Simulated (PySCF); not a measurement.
SMILES BC#C at its PBE0/def2-SVP optimised geometry (Å):

```
6

B      0.3502     1.1235     0.0000
C     -0.4050    -0.1823    -0.0002
C     -1.0170    -1.2390     0.0018
H     -1.5570    -2.1696     0.0027
H     -0.2519     2.1696     0.0000
H      1.5570     1.1235     0.0000
```

Computed with PBE0/def2-TZVP (PySCF). Cells within 0.4 Å of a nucleus heavier than hydrogen are left out (blank, or x).

Map of the log10 of the electron density (e/bohr³), floored at −4 on the plane z = 0.0 Å:

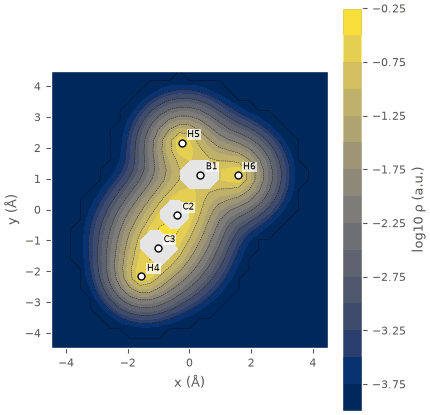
Log10 of the electron density (e/bohr³), floored at −4 on the plane z = 0.0 Å.
